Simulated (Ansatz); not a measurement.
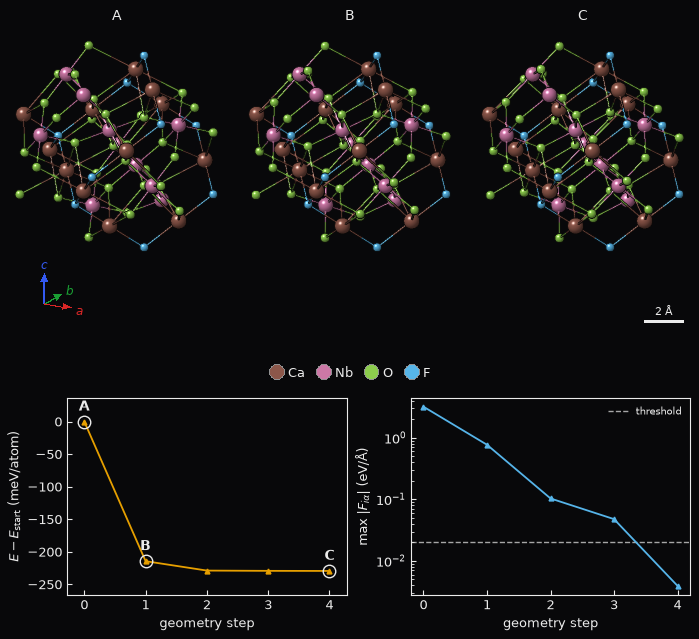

Frames of a relaxation of solid Ca$_{2}$Nb$_{2}$O$_{6}$F (set up in Fd-3m), marked on the history of the run. The picture is a ball-and-stick view of the atoms within 5.8 Å of the atom that moves most (axes of the conventional cell (4 times the calculation's cell)), seen from a free direction. Lengths and directions refer to the drawn axes.

Computed with DFT, PBE, plane-wave PAW, default files, scalar-relativistic in Ansatz 0.2.0.

Input
```yaml
crystal:
  lattice:
    - [0.0, 5.214, 5.214]
    - [5.214, 0.0, 5.214]
    - [5.214, 5.214, 0.0]
  atoms:
    - { symbol: Ca, position: [0.125, 0.125, 0.125] }
    - { symbol: Ca, position: [0.625, 0.125, 0.125] }
    - { symbol: Ca, position: [0.125, 0.125, 0.625] }
    - { symbol: Ca, position: [0.125, 0.625, 0.125] }
    - { symbol: Nb, position: [0.625, 0.625, 0.625] }
    - { symbol: Nb, position: [0.125, 0.625, 0.625] }
    - { symbol: Nb, position: [0.625, 0.625, 0.125] }
    - { symbol: Nb, position: [0.625, 0.125, 0.625] }
    - { symbol: O, position: [0.678, 0.322, 0.322] }
    - { symbol: O, position: [0.572, 0.928, 0.572] }
    - { symbol: O, position: [0.322, 0.678, 0.678] }
    - { symbol: O, position: [0.928, 0.572, 0.928] }
    - { symbol: O, position: [0.322, 0.678, 0.322] }
    - { symbol: O, position: [0.572, 0.572, 0.928] }
    - { symbol: O, position: [0.678, 0.322, 0.678] }
    - { symbol: O, position: [0.928, 0.928, 0.572] }
    - { symbol: O, position: [0.572, 0.928, 0.928] }
    - { symbol: O, position: [0.322, 0.322, 0.678] }
    - { symbol: O, position: [0.928, 0.572, 0.572] }
    - { symbol: O, position: [0.678, 0.678, 0.322] }
    - { symbol: F, position: [0.0, 0.0, 0.0] }
    - { symbol: F, position: [0.25, 0.25, 0.25] }
kpoints:
  mp_grid: { grid: [6, 6, 6] }
scf:
  occupations: { method: fermi_dirac, width: 0.05 }
hamiltonian:
  xc: pbe
  pseudopotentials: { kind: paw }
output:
  forces: true
  stress: true
  populations: true
  efg:
    quadrupole_moments_barn: { Ca: -0.0408, Nb: -0.32, O: -0.02558 }
    contact_densities: true
relax:
  f_tol: 0.02
  max_steps: 60
```

Launched with:
```bash
ansatz run input.yaml --threads 2 --pin off --max-ram 5120MiB --backend cpu --events-out ev --progress --plain --runs-dir out
```

**Describe the path.**

The largest moves, 0.28 Å, are those of 12 atoms (O9, O10, O11, O12 and others). O9 goes along −a. F and Ca and Nb stay in place. The lattice vectors keep their values. Among the contacts that change: Ca1–O12 2.760 → 2.557 Å, Nb5–O10 1.924 → 2.023 Å. Among the angles between lasting bonds that change: Nb5–O15–Nb8 146.6° → 131.3°, O10–Nb5–O11 94.0° → 83.3°, O10–Nb5–O14 86.0° → 96.7°. The space group stays Fd-3m (No. 227). Over 4 geometry steps the energy falls by 229 meV per atom. Largest force component: 3.2 eV/Å at the start, 0.0039 eV/Å at the end. From step 0 to 1: O atoms move most (0.20 Å), energy −214 meV per atom. From step 1 to 4: O atoms move most (0.09 Å), energy −15.0 meV per atom.

| step | E − E(0), meV/atom | largest force component, eV/Å |
| --- | --- | --- |
| 0 | 0.00 | 3.2043 |
| 1 | -214.30 | 0.7714 |
| 2 | -228.75 | 0.1035 |
| 3 | -229.18 | 0.0478 |
| 4 | -229.30 | 0.0039 |
